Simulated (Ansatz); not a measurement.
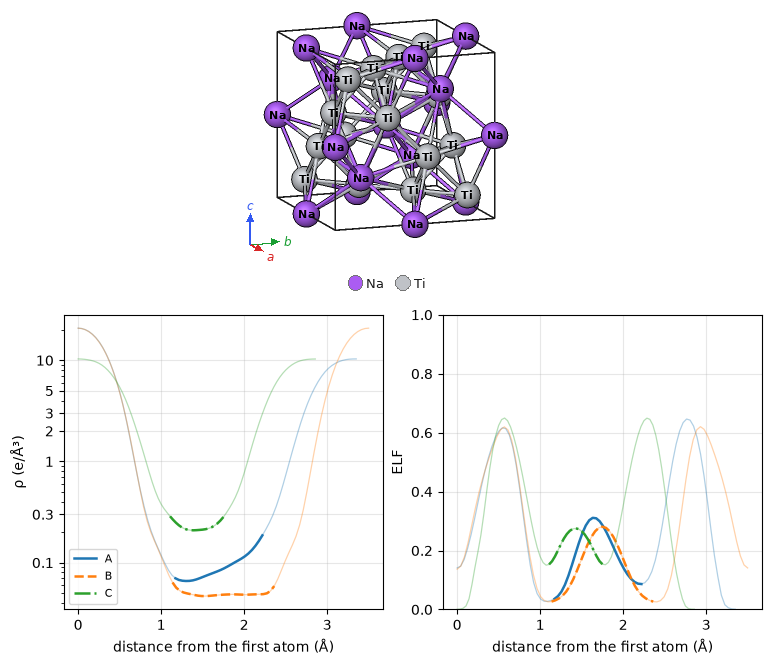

NaTi2. Valence pseudo-density and electron localisation function along straight lines between neighbouring atoms. Thin, pale parts lie inside the atomic spheres. The structure is drawn too.

Space group Fd-3m; a structure generated by program, which may or may not match a known phase; spin-polarised.

Theory: Ansatz 0.2.0, DFT PBE, scalar-relativistic, plane waves, PAW.

The density is the valence pseudo-density of a PAW calculation; it isn't the true density close to the nuclei.

> Which curve belongs to which contact (Na–Na, Na–Ti and Ti–Ti)? The first atom named is at distance zero.

Curve A: Na–Ti (3.35 Å): the density is about 0.08 e/Å³ at the midpoint, with its minimum of 0.07 e/Å³ about 1.3 Å from Na; the ELF is about 0.30 at the midpoint. Curve B: Na–Na (3.50 Å): the density is about 0.05 e/Å³ at the midpoint; the ELF is about 0.30 at the midpoint: no localised pair shows between them. Curve C: Ti–Ti (2.86 Å): the density is about 0.21 e/Å³ at the midpoint; the ELF is about 0.30 at the midpoint (no localised pair shows between them).
